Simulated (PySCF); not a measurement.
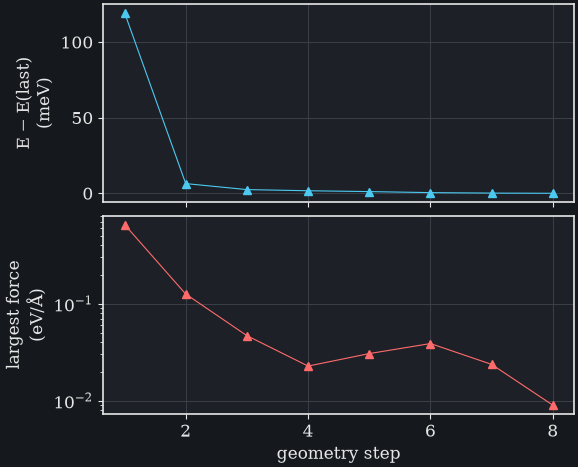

History of a geometry optimisation.

- system: C$_{3}$H$_{13}$NSi$_{2}$ (SMILES CC(C)N([SiH3])[SiH3])
- method: PySCF 2.14.0, density fitting, PBE0-D3(BJ)/def2-SVP, geometry optimisation

### How did it end, and what did it gain?

The optimisation met its thresholds at geometry 8, counting the start as the first. The energy fell by about 120 meV from the first step to the last. The largest force goes from about 0.66 eV/Å at the start to 9 × 10⁻³ eV/Å at the end.

### By which step was nine tenths of the energy gained?

By step 2 of 8.
